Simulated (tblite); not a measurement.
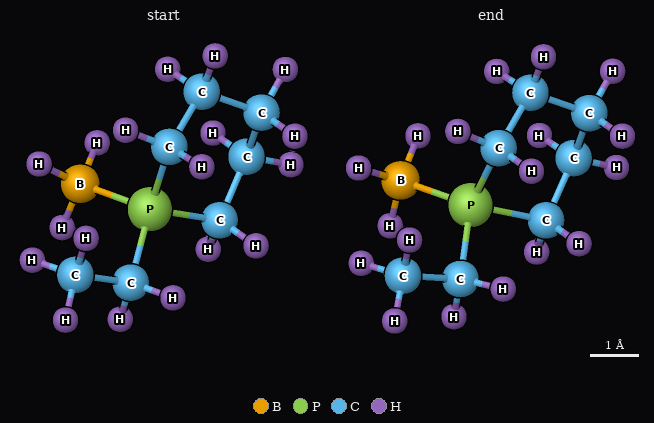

The structure of C7H18BP before (left) and after (right) a relaxation, at one scale.

A ball-and-stick model, seen from a free direction.

Level of theory: GFN2-xTB geometry optimisation, gas phase in tblite. 

**Describe what moved and what it gained.**

Over 67 geometry steps the energy falls by 8.71 kcal/mol. The largest moves after the best rigid fit, 0.20 Å, are those of H atoms. By element the largest moves are H 0.20 Å, B 0.18 Å, P 0.17 Å, C 0.10 Å. Among the contacts that change: C–P 1.801 → 1.843 Å, C–H 1.116 → 1.094 Å, C–C 1.505 → 1.523 Å, C–P 1.831 → 1.848 Å. Bond angles that change, for instance: C–P–C 109.8° → 101.3°, B–P–C 110.2° → 117.8°, C–P–C 105.9° → 98.9°. The run took 0.66 s on 1 thread of Arm Neoverse V1 (shared host).
